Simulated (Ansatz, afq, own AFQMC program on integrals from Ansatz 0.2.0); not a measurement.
# AlN (triplet): AFQMC on the coupled-cluster ladder, 6-31G

Aim: compute AlN (triplet) with auxiliary-field quantum Monte Carlo on the same integrals as coupled cluster, and set the energies side by side.

Program: Ansatz 0.2.0, Gaussian basis, and an in-house AFQMC program (afq) on its integrals; all values are calculated. Level of theory: 6-31G, frozen cores. These are calculated values, not measurements.

The runs, in order: Full CI; PBE (unrestricted); r2SCAN (unrestricted); PBE0 (unrestricted); B3LYP (unrestricted); wB97M-V (unrestricted); B2PLYP (unrestricted); CCSD(T) on UHF; Full CI; Full CI (quintet); CCSDT(Q) on UHF; CCSDTQ on UHF; Phaseless AFQMC, CISD trial on UHF; Phaseless AFQMC, single-determinant trial on UHF; Free-projection AFQMC, CISD trial on UHF.

### 1 The system

The geometry is a PBE0/def2-TZVP stationary point (not a proven minimum).

2 atoms, charge 0, spin multiplicity 3.

Atoms are counted from 1 here; the program's logs count them from 0.

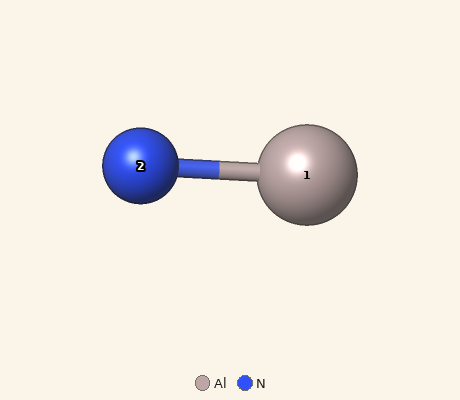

The geometry (aluminium light grey, nitrogen blue); atoms are numbered from 1 in the order of the file.

As a file:

```xyz
2
charge 0, multiplicity 3
Al    0.0000    0.0000    0.0000
N     0.0000    0.0000    1.7893
```

### 2 Full CI

Contents of in.yaml:

```yaml
crystal:
  periodic: [false, false, false]
  atoms:
    - {symbol: Al, position_ang: [0.000000, 0.000000, 0.000000]}
    - {symbol: N, position_ang: [0.000000, 0.000000, 1.789283]}
basis:
  gaussian: {orbitals: 6-31G}
magnetization: {spin_polarized: false, initial_magnetization: 2}
correlation: {method: fci, electrons: outside_noble_gas}
```

On the command line:

```bash
$ ansatz run in.yaml --threads 1 --pin off --events-out ev --progress --plain --max-ram 1843MiB
```

Log (excerpt; [...] marks lines left out):

```text
Functional definition: HF
  name "HF"
  cite "Fock, Z. Phys. 61, 126 (1930) doi:10.1007/BF01340294"
  parent pbe
[...]
454 factors; integrals over basis functions are off by at most 7.5e-8 eV
[...]
mean field -8060.93373231 eV, -296.2338507651 hartree, gradient 1.9e-6 eV, S^2 2.000000; 12 other end points of the search recorded, 0 dependent functions left out
[...]
determinant -8060.93373231 eV, -296.2338507651 hartree, with singles and doubles -8063.71885996 eV, -296.3362023184 hartree
determinant -8060.61960151 eV, -296.2223066712 hartree, with singles and doubles -8063.94659930 eV, -296.3445715848 hartree
determinant -8057.50286644 eV, -296.1077687702 hartree, with singles and doubles -8061.84966252 eV, -296.2675105795 hartree
determinant -8060.93373231 eV, -296.2338507651 hartree, with singles and doubles -8063.71935430 eV, -296.3362204854 hartree
determinant -8060.61960151 eV, -296.2223066712 hartree, with singles and doubles -8063.96276108 eV, -296.3451655192 hartree
6 core orbitals not correlated: weight in the atoms' cores, before any rotation towards them, 1.000 or more for the frozen orbitals, at most 0.000 for the correlated occupied ones
reference -8060.93373231 eV, -296.2338507651 hartree; 5, 3 occupied and 11, 13 virtual orbitals, 454 factors
state -8064.12985937 eV, -296.3513062684 hartree
6 core orbitals not correlated: weight in the atoms' cores, before any rotation towards them, 1.000 or more for the frozen orbitals, at most 0.000 for the correlated occupied ones
state -8064.13036005 eV, -296.3513246680 hartree
Total energy: -8064.13036005 eV, -296.3513246680 hartree
```

It took 12 s on 1 thread of Arm Neoverse V2, shared host.

From the report: 827,904 determinants, symmetry B2.

### 3 PBE (unrestricted)

Contents of in.yaml:

```yaml
crystal:
  periodic: [false, false, false]
  atoms:
    - {symbol: Al, position_ang: [0.000000, 0.000000, 0.000000]}
    - {symbol: N, position_ang: [0.000000, 0.000000, 1.789283]}
basis:
  gaussian: {orbitals: 6-31G}
magnetization: {spin_polarized: true, initial_magnetization: 2}
hamiltonian: {xc: {name: PBE}}
output: {orbitals: {seedname: orbitals}}
```

The command is unchanged.

Log:

```text
Functional definition: PBE
  name "PBE"
  cite "Perdew, Burke & Ernzerhof, Phys. Rev. Lett. 77, 3865 (1996) doi:10.1103/PhysRevLett.77.3865"
  parent pbe
  parameter kappa = 0.804
  parameter beta = 0.06672455060314922
  exchange = pbe_x(kappa = kappa, mu = beta*pi^2/3)
  correlation = pbe_c(beta = beta)
270 factors; integrals over basis functions are off by at most 1.1e-4 eV
mean field evaluation 1: about -8065.1835 eV, gradient 4.2e1 eV
mean field evaluation 2: about -7945.9958 eV, gradient 9.5e1 eV
mean field evaluation 4: about -8074.7226 eV, gradient 1.5e1 eV
mean field evaluation 8: about -8076.4624 eV, gradient 2.4e-1 eV
mean field evaluation 16: about -8076.4603 eV, gradient 6.7e-5 eV
mean field evaluation 32: about -8075.5532 eV, gradient 5.5e0 eV
mean field -8076.46033324 eV, -296.8044428252 hartree, gradient 2.9e-6 eV, S^2 2.013996; 6 other end points of the search recorded, 0 dependent functions left out
reference -8076.46036303 eV, -296.8044439199 hartree; 11, 9 occupied and 11, 13 virtual orbitals, 270 factors
Total energy: -8076.46036303 eV, -296.8044439199 hartree
```

Run time: 0.99 s. Hardware: 1 thread of Arm Neoverse V2, shared host.

From the report: ⟨S²⟩ of the determinant 2.014 (pure triplet: 2.00).

### 4 r2SCAN (unrestricted)

in.yaml: that of step 3 with these lines changed.

```diff
@@ -8,3 +8,2 @@
 magnetization: {spin_polarized: true, initial_magnetization: 2}
-hamiltonian: {xc: {name: PBE}}
-output: {orbitals: {seedname: orbitals}}
+hamiltonian: {xc: {name: r2SCAN}}
```

The command is unchanged.

Log (excerpt; [...] marks lines left out):

```text
Functional definition: r2SCAN
  name "r2SCAN"
  cite "Furness, Kaplan, Ning, Perdew & Sun, J. Phys. Chem. Lett. 11, 8208 (2020) doi:10.1021/acs.jpclett.0c02405"
  cite "Furness, Kaplan, Ning, Perdew & Sun, J. Phys. Chem. Lett. 11, 9248 (2020) doi:10.1021/acs.jpclett.0c03077"
  parent r2scan
[...]
270 factors; integrals over basis functions are off by at most 1.1e-4 eV
[...]
mean field -8080.23045955 eV, -296.9429924115 hartree, gradient 1.7e-5 eV, S^2 2.034858; 6 other end points of the search recorded, 0 dependent functions left out
reference -8080.23047212 eV, -296.9429928735 hartree; 11, 9 occupied and 11, 13 virtual orbitals, 270 factors
Total energy: -8080.23047212 eV, -296.9429928735 hartree
```

Run time: 2.5 s. Hardware: 1 thread of Arm Neoverse V2, shared host.

From the report: ⟨S²⟩ of the determinant 2.035 (pure triplet: 2.00).

### 5 PBE0 (unrestricted)

in.yaml: that of step 4 with these lines changed.

```diff
@@ -8,2 +8,3 @@
 magnetization: {spin_polarized: true, initial_magnetization: 2}
-hamiltonian: {xc: {name: r2SCAN}}
+hamiltonian: {xc: {name: PBE0}}
+output: {orbitals: {seedname: orbitals}}
```

Launched as before.

Log:

```text
Functional definition: PBE0
  name "PBE0"
  cite "Adamo & Barone, J. Chem. Phys. 110, 6158 (1999) doi:10.1063/1.478522"
  cite "Perdew, Burke & Ernzerhof, Phys. Rev. Lett. 77, 3865 (1996) doi:10.1103/PhysRevLett.77.3865"
  parent pbe
  parameter a = 0.25
  parameter kappa = 0.804
  parameter beta = 0.06672455060314922
  exchange = (1 - a)*pbe_x(kappa = kappa, mu = beta*pi^2/3) + a*exact_x
  correlation = pbe_c(beta = beta)
270 factors; integrals over basis functions are off by at most 1.1e-4 eV
mean field evaluation 1: about -8069.0540 eV, gradient 3.5e1 eV
mean field evaluation 2: about -8001.1532 eV, gradient 8.5e1 eV
mean field evaluation 4: about -8076.7644 eV, gradient 2.6e0 eV
mean field evaluation 8: about -8076.8912 eV, gradient 1.0e-1 eV
mean field evaluation 16: about -8076.8915 eV, gradient 2.2e-5 eV
mean field -8076.89152258 eV, -296.8202887410 hartree, gradient 4.5e-6 eV, S^2 2.029619; 1 other end points of the search recorded, 0 dependent functions left out
reference -8076.89154479 eV, -296.8202895572 hartree; 11, 9 occupied and 11, 13 virtual orbitals, 270 factors
Total energy: -8076.89154479 eV, -296.8202895572 hartree
```

It took 0.75 s on 1 thread of Arm Neoverse V2, shared host.

From the report: ⟨S²⟩ of the determinant 2.030 (pure triplet: 2.00).

### 6 B3LYP (unrestricted)

in.yaml: that of step 5 with these lines changed.

```diff
@@ -8,3 +8,2 @@
 magnetization: {spin_polarized: true, initial_magnetization: 2}
-hamiltonian: {xc: {name: PBE0}}
-output: {orbitals: {seedname: orbitals}}
+hamiltonian: {xc: {name: B3LYP}}
```

The command is unchanged.

Log (excerpt; [...] marks lines left out):

```text
Functional definition: B3LYP
  name "B3LYP"
  cite "Stephens, Devlin, Chabalowski & Frisch, J. Phys. Chem. 98, 11623 (1994) doi:10.1021/j100096a001"
  cite "Becke, Phys. Rev. A 38, 3098 (1988) doi:10.1103/PhysRevA.38.3098"
  cite "Lee, Yang & Parr, Phys. Rev. B 37, 785 (1988) doi:10.1103/PhysRevB.37.785"
  cite "Vosko, Wilk & Nusair, Can. J. Phys. 58, 1200 (1980) doi:10.1139/p80-159"
[...]
270 factors; integrals over basis functions are off by at most 1.1e-4 eV
[...]
mean field -8082.39259924 eV, -297.0224495797 hartree, gradient 4.9e-6 eV, S^2 2.025095; 1 other end points of the search recorded, 0 dependent functions left out
reference -8082.39277253 eV, -297.0224559479 hartree; 11, 9 occupied and 11, 13 virtual orbitals, 270 factors
Total energy: -8082.39277253 eV, -297.0224559479 hartree
```

It took 0.75 s on 1 thread of Arm Neoverse V2, shared host.

From the report: ⟨S²⟩ of the determinant 2.025 (pure triplet: 2.00).

### 7 wB97M-V (unrestricted)

in.yaml: that of step 6 with these lines changed.

```diff
@@ -8,2 +8,3 @@
 magnetization: {spin_polarized: true, initial_magnetization: 2}
-hamiltonian: {xc: {name: B3LYP}}
+hamiltonian: {xc: {name: wB97M-V}}
+output: {orbitals: {seedname: orbitals}}
```

Launched as before.

Log (excerpt; [...] marks lines left out):

```text
Functional definition: wB97M-V
  name "wB97M-V"
  cite "Mardirossian & Head-Gordon, J. Chem. Phys. 144, 214110 (2016) doi:10.1063/1.4952647"
  cite "Becke, J. Chem. Phys. 107, 8554 (1997) doi:10.1063/1.475007"
  cite "Vydrov & Van Voorhis, J. Chem. Phys. 133, 244103 (2010) doi:10.1063/1.3521275"
  # Of w^i u^j: cxij and so on, Table III.
[...]
  gx(w, u) = 1 - cx + cx01*u + cx10*w
  gss(w, u) = css00 + css04*u^4 + css10*w + css20*w^2 + css43*w^4*u^3
  gos(w, u) = cos00 + cos10*w + (cos20 + cos21*u)*w^2 + (cos60 + cos61*u)*w^6
[...]
      + integral(e_c_pw_mod_opposite_spin*gos(b97_w_opposite, b97_u_opposite)) + vv10(b, c)
270 factors; integrals over basis functions are off by at most 1.1e-4 eV
108 factors; integrals over basis functions are off by at most 2.1e-6 eV
[...]
mean field -8080.95210512 eV, -296.9695123973 hartree, gradient 8.7e-6 eV, S^2 2.026007; 1 other end points of the search recorded, 0 dependent functions left out
reference -8080.95213864 eV, -296.9695136288 hartree; 11, 9 occupied and 11, 13 virtual orbitals, 270 factors
Total energy: -8080.95213864 eV, -296.9695136288 hartree
```

Run time: 3.8 s. Hardware: 1 thread of Arm Neoverse V2, shared host.

From the report: ⟨S²⟩ of the determinant 2.026 (pure triplet: 2.00).

### 8 B2PLYP (unrestricted)

in.yaml: that of step 7 with these lines changed.

```diff
@@ -8,3 +8,3 @@
 magnetization: {spin_polarized: true, initial_magnetization: 2}
-hamiltonian: {xc: {name: wB97M-V}}
-output: {orbitals: {seedname: orbitals}}
+hamiltonian: {xc: {name: B2PLYP}}
+correlation: {electrons: outside_noble_gas}
```

Same command.

Log (excerpt; [...] marks lines left out):

```text
Functional definition: B2PLYP
  name "B2PLYP"
  cite "Grimme, J. Chem. Phys. 124, 034108 (2006) doi:10.1063/1.2148954"
  cite "Becke, Phys. Rev. A 38, 3098 (1988) doi:10.1103/PhysRevA.38.3098"
  cite "Lee, Yang & Parr, Phys. Rev. B 37, 785 (1988) doi:10.1103/PhysRevB.37.785"
[...]
270 factors; integrals over basis functions are off by at most 1.1e-4 eV
[...]
mean field -8075.69477810 eV, -296.7763091926 hartree, gradient 2.7e-6 eV, S^2 2.074803; 7 other end points of the search recorded, 0 dependent functions left out
6 core orbitals not correlated: weight in the atoms' cores, before any rotation towards them, 1.000 or more for the frozen orbitals, at most 0.000 for the correlated occupied ones
reference -8075.69488643 eV, -296.7763131738 hartree; 5, 3 occupied and 11, 13 virtual orbitals, 270 factors
second order -3.10551089 eV of doubles, -0.00000000 eV of singles
Total energy: -8076.53337437 eV, -296.8071270373 hartree
```

It took 2.6 s on 1 thread of Arm Neoverse V2, shared host.

From the report: ⟨S²⟩ of the determinant 2.075 (pure triplet: 2.00).

### 9 CCSD(T) on UHF

in.yaml: that of step 8 with these lines changed.

```diff
@@ -8,3 +8,2 @@
 magnetization: {spin_polarized: true, initial_magnetization: 2}
-hamiltonian: {xc: {name: B2PLYP}}
-correlation: {electrons: outside_noble_gas}
+correlation: {method: ccsd_t, electrons: outside_noble_gas, hamiltonian_folder: ham}
```

Launched as before.

Log (excerpt; [...] marks lines left out):

```text
Functional definition: HF
  name "HF"
  cite "Fock, Z. Phys. 61, 126 (1930) doi:10.1007/BF01340294"
  parent pbe
[...]
270 factors; integrals over basis functions are off by at most 1.1e-4 eV
[...]
mean field -8061.02324913 eV, -296.2371404477 hartree, gradient 2.3e-6 eV, S^2 2.144639; 20 other end points of the search recorded, 0 dependent functions left out
determinant -8061.02324913 eV, -296.2371404477 hartree, with singles and doubles -8063.75979991 eV, -296.3377068339 hartree
determinant -8060.99994857 eV, -296.2362841681 hartree, with singles and doubles -8063.72033356 eV, -296.3362564725 hartree
determinant -8060.77690589 eV, -296.2280875006 hartree, with singles and doubles -8063.95585746 eV, -296.3449118162 hartree
determinant -8058.03700848 eV, -296.1273981280 hartree, with singles and doubles -8060.39616006 eV, -296.2140953494 hartree
[...]
determinant -8057.68250155 eV, -296.1143702385 hartree, with singles and doubles -8060.74405407 eV, -296.2268802186 hartree
determinant -8061.02324913 eV, -296.2371404477 hartree, with singles and doubles -8063.71934342 eV, -296.3362200855 hartree
determinant -8060.99994857 eV, -296.2362841681 hartree, with singles and doubles -8063.72089808 eV, -296.3362772179 hartree
determinant -8060.77690589 eV, -296.2280875006 hartree, with singles and doubles -8063.96545882 eV, -296.3452646594 hartree
6 core orbitals not correlated: weight in the atoms' cores, before any rotation towards them, 1.000 or more for the frozen orbitals, at most 0.000 for the correlated occupied ones
reference -8060.77690589 eV, -296.2280875006 hartree; 5, 3 occupied and 11, 13 virtual orbitals, 270 factors
second order -2.39248690 eV of doubles, -0.00000000 eV of singles
cycle   1  -3.18855293 eV  change    1.3e-9 eV  update   2.4e-6
perturbative correction -0.10325766 eV, -0.0037946490 hartree
Total energy: -8064.06871648 eV, -296.3490593084 hartree
```

It took 1.8 s on 1 thread of Arm Neoverse V2, shared host.

From the report: ⟨S²⟩ of the determinant 2.070 (pure triplet: 2.00); correlation -3.2918 eV; T1 0.069; largest double amplitude 0.10.

This run also writes the integrals to the folder ham.

### 10 Full CI

Contents of in.yaml:

```yaml
hamiltonian:
  integrals:
    folder: ../ham
correlation: {method: fci}
```

Same command.

Log:

```text
Functional definition: HF
  name "HF"
  cite "Fock, Z. Phys. 61, 126 (1930) doi:10.1007/BF01340294"
  parent pbe
  exchange = exact_x
  correlation = 0
reference -8060.77690589 eV, -296.2280875006 hartree; 5, 3 occupied and 11, 13 virtual orbitals, 270 factors
state -8064.13088164 eV, -296.3513438362 hartree
Total energy: -8064.13088164 eV, -296.3513438362 hartree
```

It took 16 s on 1 thread of Arm Neoverse V2, shared host.

From the report: 611,520 determinants.

### 11 Full CI (quintet)

Contents of in.yaml:

```yaml
crystal:
  periodic: [false, false, false]
  atoms:
    - {symbol: Al, position_ang: [0.000000, 0.000000, 0.000000]}
    - {symbol: N, position_ang: [0.000000, 0.000000, 1.789283]}
basis:
  gaussian: {orbitals: 6-31G}
magnetization: {spin_polarized: false, initial_magnetization: 4}
correlation: {method: fci, electrons: outside_noble_gas}
```

Launched as before.

Log (excerpt; [...] marks lines left out):

```text
Functional definition: HF
  name "HF"
  cite "Fock, Z. Phys. 61, 126 (1930) doi:10.1007/BF01340294"
  parent pbe
[...]
454 factors; integrals over basis functions are off by at most 7.5e-8 eV
[...]
mean field -8059.08328230 eV, -296.1658479818 hartree, gradient 5.0e-6 eV, S^2 6.000000; 5 other end points of the search recorded, 0 dependent functions left out
[...]
6 core orbitals not correlated: weight in the atoms' cores, before any rotation towards them, 1.000 or more for the frozen orbitals, at most 0.000 for the correlated occupied ones
reference -8059.08328230 eV, -296.1658479818 hartree; 6, 2 occupied and 10, 14 virtual orbitals, 454 factors
state -8061.46609117 eV, -296.2534145924 hartree
Total energy: -8061.46609117 eV, -296.2534145924 hartree
```

Run time: 4.1 s. Hardware: 1 thread of Arm Neoverse V2, shared host.

From the report: 240,128 determinants, symmetry B2.

### 12 CCSDT(Q) on UHF

Contents of in.yaml:

```yaml
crystal:
  periodic: [false, false, false]
  atoms:
    - {symbol: Al, position_ang: [0.000000, 0.000000, 0.000000]}
    - {symbol: N, position_ang: [0.000000, 0.000000, 1.789283]}
basis:
  gaussian: {orbitals: 6-31G}
magnetization: {spin_polarized: true, initial_magnetization: 2}
correlation: {method: ccsdt_q, electrons: outside_noble_gas}
```

Launched as before.

Log (excerpt; [...] marks lines left out):

```text
Functional definition: HF
  name "HF"
  cite "Fock, Z. Phys. 61, 126 (1930) doi:10.1007/BF01340294"
  parent pbe
[...]
454 factors; integrals over basis functions are off by at most 7.5e-8 eV
[...]
mean field -8061.02339596 eV, -296.2371458435 hartree, gradient 2.6e-6 eV, S^2 2.144642; 19 other end points of the search recorded, 0 dependent functions left out
determinant -8061.02339596 eV, -296.2371458435 hartree, with singles and doubles -8063.75995202 eV, -296.3377124239 hartree
determinant -8061.00009468 eV, -296.2362895374 hartree, with singles and doubles -8063.72048749 eV, -296.3362621292 hartree
determinant -8060.77705122 eV, -296.2280928414 hartree, with singles and doubles -8063.95600159 eV, -296.3449171127 hartree
determinant -8058.03717790 eV, -296.1274043540 hartree, with singles and doubles -8060.39633539 eV, -296.2141017929 hartree
[...]
determinant -8061.02339596 eV, -296.2371458435 hartree, with singles and doubles -8063.71949837 eV, -296.3362257796 hartree
determinant -8061.00009468 eV, -296.2362895374 hartree, with singles and doubles -8063.72105262 eV, -296.3362828975 hartree
determinant -8060.77705122 eV, -296.2280928414 hartree, with singles and doubles -8063.96560405 eV, -296.3452699967 hartree
6 core orbitals not correlated: weight in the atoms' cores, before any rotation towards them, 1.000 or more for the frozen orbitals, at most 0.000 for the correlated occupied ones
reference -8060.77705122 eV, -296.2280928414 hartree; 5, 3 occupied and 11, 13 virtual orbitals, 454 factors
second order -2.39249666 eV of doubles, -0.00000000 eV of singles
cycle   1  -2.71576114 eV  change   -3.2e-1 eV  update   9.9e-2
[...]
cycle  27  -3.33527437 eV  change   -2.1e-7 eV  update   4.6e-7
perturbative correction -0.02193982 eV, -0.0008062735 hartree
Total energy: -8064.13426541 eV, -296.3514681873 hartree
```

It took 4.2 s on 1 thread of Arm Neoverse V2, shared host.

From the report: ⟨S²⟩ of the determinant 2.070 (pure triplet: 2.00); correlation -3.3572 eV; T1 0.075; largest double amplitude 0.12.

### 13 CCSDTQ on UHF

in.yaml: that of step 12 with these lines changed.

```diff
@@ -8,2 +8,2 @@
 magnetization: {spin_polarized: true, initial_magnetization: 2}
-correlation: {method: ccsdt_q, electrons: outside_noble_gas}
+correlation: {method: ccsdtq, electrons: outside_noble_gas}
```

The command is unchanged.

Log (excerpt; [...] marks lines left out):

```text
Functional definition: HF
  name "HF"
  cite "Fock, Z. Phys. 61, 126 (1930) doi:10.1007/BF01340294"
  parent pbe
[...]
454 factors; integrals over basis functions are off by at most 7.5e-8 eV
[...]
mean field -8061.02339596 eV, -296.2371458435 hartree, gradient 2.6e-6 eV, S^2 2.144642; 19 other end points of the search recorded, 0 dependent functions left out
determinant -8061.02339596 eV, -296.2371458435 hartree, with singles and doubles -8063.75995202 eV, -296.3377124239 hartree
determinant -8061.00009468 eV, -296.2362895374 hartree, with singles and doubles -8063.72048749 eV, -296.3362621292 hartree
determinant -8060.77705122 eV, -296.2280928414 hartree, with singles and doubles -8063.95600159 eV, -296.3449171127 hartree
determinant -8058.03717790 eV, -296.1274043540 hartree, with singles and doubles -8060.39633539 eV, -296.2141017929 hartree
[...]
determinant -8057.68266164 eV, -296.1143761217 hartree, with singles and doubles -8060.74425122 eV, -296.2268874638 hartree
determinant -8061.02339596 eV, -296.2371458435 hartree, with singles and doubles -8063.71949837 eV, -296.3362257796 hartree
determinant -8061.00009468 eV, -296.2362895374 hartree, with singles and doubles -8063.72105262 eV, -296.3362828975 hartree
determinant -8060.77705122 eV, -296.2280928414 hartree, with singles and doubles -8063.96560405 eV, -296.3452699967 hartree
6 core orbitals not correlated: weight in the atoms' cores, before any rotation towards them, 1.000 or more for the frozen orbitals, at most 0.000 for the correlated occupied ones
reference -8060.77705122 eV, -296.2280928414 hartree; 5, 3 occupied and 11, 13 virtual orbitals, 454 factors
second order -2.39249666 eV of doubles, -0.00000000 eV of singles
cycle   1  -2.71576114 eV  change   -3.2e-1 eV  update   9.9e-2
[...]
cycle  31  -3.35308745 eV  change   -1.0e-6 eV  update   6.5e-7
Total energy: -8064.13013867 eV, -296.3513165325 hartree
```

Run time: 22 s. Hardware: 1 thread of Arm Neoverse V2, shared host.

From the report: ⟨S²⟩ of the determinant 2.070 (pure triplet: 2.00); correlation -3.3531 eV; T1 0.076; largest double amplitude 0.12.

(Part 1 of 2 ends here.)
